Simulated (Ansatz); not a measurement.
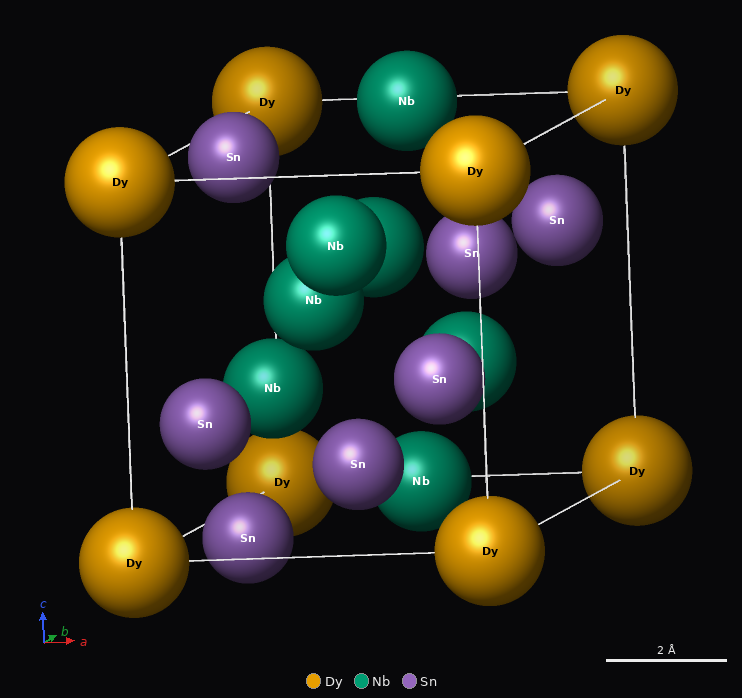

Spheres-only representation of a periodic structure, projected slightly off an axis. Thin lines show the simulation cell, with boundary atoms drawn in all their periodic places.

Caption:

- It has the composition DyNb$_{6}$Sn$_{6}$.
- Its symmetry is the lowest possible, P1.
- The atoms show no order inside the cell.
- The cell has 13 atoms, namely 1 Dy, 6 Nb, 6 Sn.

Where the cell comes from: a made-up disordered cell. No relaxation was applied. It was the input of a calculation with Ansatz.

At this level of theory the cell isn't at rest (forces up to 4.0 eV/Å), so its distances can differ from those at equilibrium, the more so the softer the solid.
